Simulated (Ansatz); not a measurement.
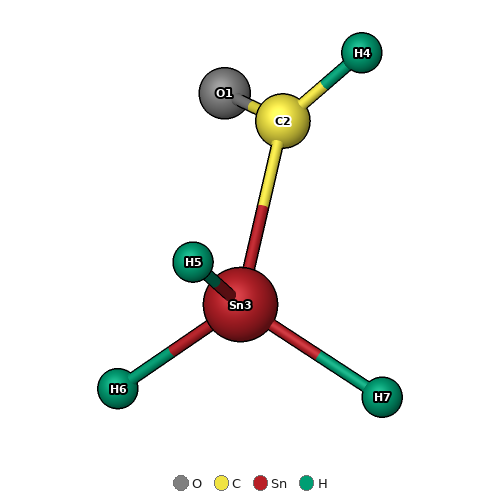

The system is CH₄OSn (SMILES O=[CH][SnH3]) with the probe H2; the picture shows it without the atoms that are moved over the map. The probe is moved over a plane parallel to the molecule's main plane, 3.89 Å above it. Coordinates scanned: (1) x of the probe's H atom; (2) y of the probe's H atom. Nothing is relaxed (molecule and probe rigid, the probe upright with H nearest the plane). The grid has 11 × 9 points. Points are written as (first, second). All energies are given in meV relative to molecule and probe far apart, each relaxed in its own basis (no counterpoise correction). Computed with Ansatz, RKS PBE0-D4/def2-SVPD.

Range: x of the probe's H atom from −3.75 to 3.75 Å; y of the probe's H atom from −3.00 to 3.00 Å.

> What will the energy surface look like?

The lowest grid point is at (−1.50 Å, 0.00 Å), −18.0 meV from molecule and probe far apart, each relaxed in its own basis (no counterpoise correction). The highest grid point, (3.75 Å, −3.00 Å), lies 15.6 meV above the lowest. Near the minimum the curvatures are about 0.0017 and 0.0033 eV/Å² along the soft and the stiff direction.

```csv
"y of the probe's H atom ↓, x of the probe's H atom →",−3.75,−3.00,−2.25,−1.50,−0.75,0.00,0.75,1.50,2.25,3.00,3.75
3.00,−5.3,−6.9,−8.1,−8.4,−8.1,−7.6,−7.1,−6.5,−5.6,−4.6,−3.6
2.25,−7.7,−10.0,−11.4,−11.6,−11.1,−10.5,−9.9,−9.0,−7.7,−6.2,−4.6
1.50,−10.6,−13.6,−14.9,−14.8,−14.1,−13.4,−12.6,−11.5,−9.8,−7.7,−5.6
0.75,−13.5,−16.3,−17.3,−17.3,−16.4,−15.2,−14.2,−13.0,−11.2,−8.6,−6.2
0.00,−15.2,−17.0,−17.6,−18.0,−17.1,−15.4,−14.0,−12.8,−11.0,−8.6,−6.2
−0.75,−15.4,−17.3,−17.3,−17.4,−16.4,−14.1,−12.2,−10.9,−9.4,−7.4,−5.5
−1.50,−13.5,−16.3,−16.5,−15.8,−13.9,−11.5,−9.6,−8.3,−7.1,−5.8,−4.4
−2.25,−9.8,−12.3,−13.0,−12.0,−10.1,−8.2,−6.8,−5.8,−5.0,−4.2,−3.3
−3.00,−6.1,−7.6,−8.2,−7.6,−6.4,−5.3,−4.5,−3.9,−3.4,−2.9,−2.4
```

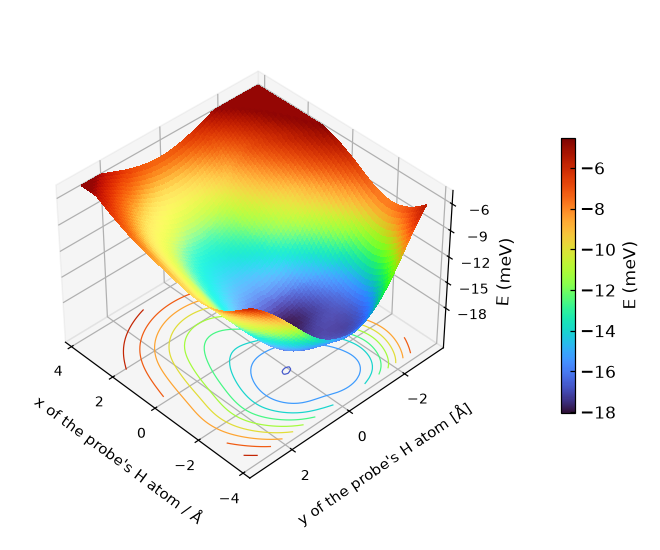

Drawn: a relief with its contours projected below, any walls above the top of the colour scale cut off. Between grid points the surface is interpolated.

The whole map (99 points run) took 11 min on 1 thread of Intel(R) Xeon(R) Platinum 8488C (Sapphire Rapids), on a shared host.
